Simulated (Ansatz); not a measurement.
# Al2N (charge +1, triplet): what the fields show

Input file:

```
crystal:
  periodic: [false, false, false]
  atoms:
    - {symbol: Al, position_ang: [0.884012, 0.602607, 1.181084]}
    - {symbol: Al, position_ang: [-1.206674, -0.579368, -0.864782]}
    - {symbol: N, position_ang: [0.322662, -0.023229, -0.316312]}
basis:
  gaussian: {orbitals: def2-TZVP, initial_orbitals: start.molden}
total_charge: 1
magnetization: {spin_polarized: true, initial_magnetization: 2}
hamiltonian: {xc: pbe0, dispersion: d4}
output: {orbitals: {seedname: orbitals}}
```

Run with:

```sh
ansatz run in.yaml --threads 4 --pin off --events-out ev --progress --plain --max-ram 3916MiB
```

Geometry: PBE0-D4/def2-TZVP.

Method: UKS PBE0-D4/def2-TZVP in Ansatz 0.2.0.

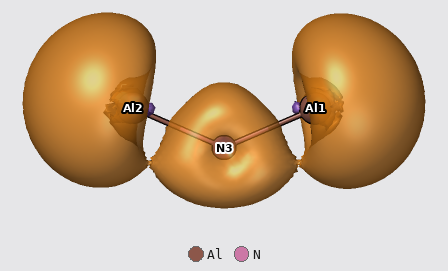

Figure 1. Isosurfaces of the spin density at +0.02 (orange) and −0.02 e/Å³ (purple), seen across its widest extent.

Describe the spin distribution.

The unpaired spin (2 electrons) lies mostly on Al1 (about 0.8), Al2 (about 0.8) and N3 (about 0.4), in electrons by Hirshfeld's partition.

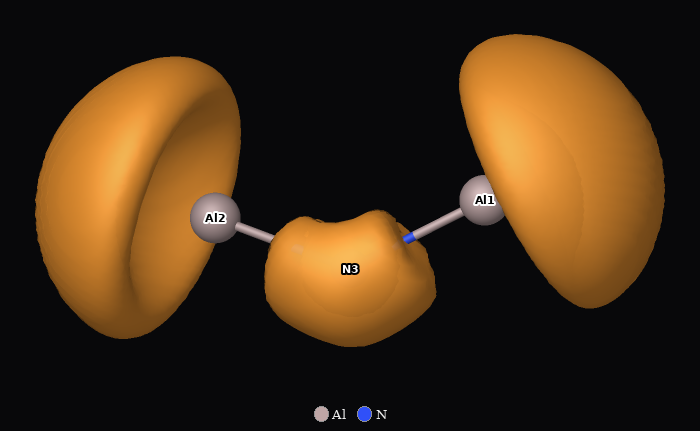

Figure 2. Isosurface of the electron localisation function at 0.8 (orange), seen at a tilt. Only the valence region is drawn (cores and ρ < 0.01 e/Å³ removed).

What do the ELF domains correspond to?

The ELF exceeds this value in two lobes on Al, pointing away from the bonds (non-bonding electrons) and one region wrapped around N (its valence shell). Profiles from the grid: Al–N (1.72 Å): the ELF peaks at about 0.85 in the valence shell of N, 0.6 Å from its nucleus, and is about 0.45 at the midpoint.

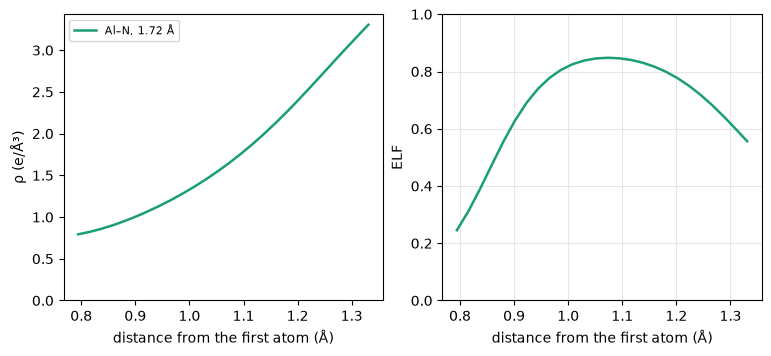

Figure 3. Electron density and ELF along straight lines between neighbouring atoms. The curves leave out the atomic cores.

What can be read from the curves?

Al–N (1.72 Å): the density is about 0.9 e/Å³ at the midpoint; the ELF peaks at about 0.85 in the valence shell of N, 0.6 Å from its nucleus, and is about 0.45 at the midpoint.
